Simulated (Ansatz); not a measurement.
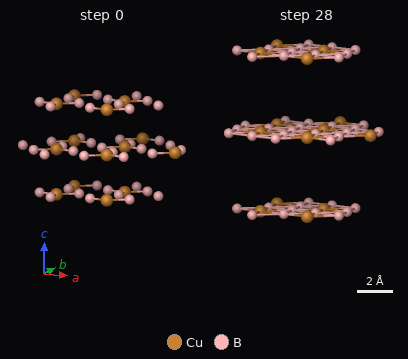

The structure of solid CuB₃ (built on the random type) (coarse preliminary run) before (left) and after (right) a relaxation, at one scale.

The picture is a ball-and-stick view of the atoms within 5.0 Å of the atom that moves most (axes of the cell of the calculation), seen slightly off an axis.

Case: random cell with space group P6_3/mcm (No. 193).

These are results of DFT PBE, scalar-relativistic, plane waves, PAW in Ansatz, not measurements. (plane-wave cutoff 420 eV; k-point mesh 6 × 6 × 4; occupations gaussian; smearing width 0.1 eV; no spin polarisation; cell and atoms relaxed; force threshold 0.04 eV/Å; at most 70 steps)

> Describe what moved and what it gained.

The largest moves relative to the cell, 0.64 Å, are those of B atoms. Cu stays in place. Cell: a = b 4.129 → 3.826 Å (−7.3 %), c 5.319 → 9.286 Å (+74.6 %). Volume +49.9 %. Among the contacts that change: B–Cu 2.753 → 1.913 Å, B–Cu 1.376 → 1.913 Å, B–B 2.384 → 1.913 Å. New bonds form: B–Cu (2.75 → 1.91 Å). The space group (tolerance 0.01 Å) goes from P6_3/mcm (No. 193) to P6/mmm (No. 191). The energy falls by 5025 meV per atom in 22 accepted moves (28 points after the start). Largest force component: 26 eV/Å at the start, under 0.0001 eV/Å at the end. Pressure: 131.01 GPa at the start and 0.08 GPa at the end. The line search rejected the trial step at point 18 of the run. At 5 points the geometry stayed and the basis and grid were re-selected for the new cell (energy shift of 13.5 meV per atom at most each time). The run took 63 s on 1 thread of Intel(R) Xeon(R) 6975P-C (Granite Rapids), on a shared host, peak memory 0.44 GiB.
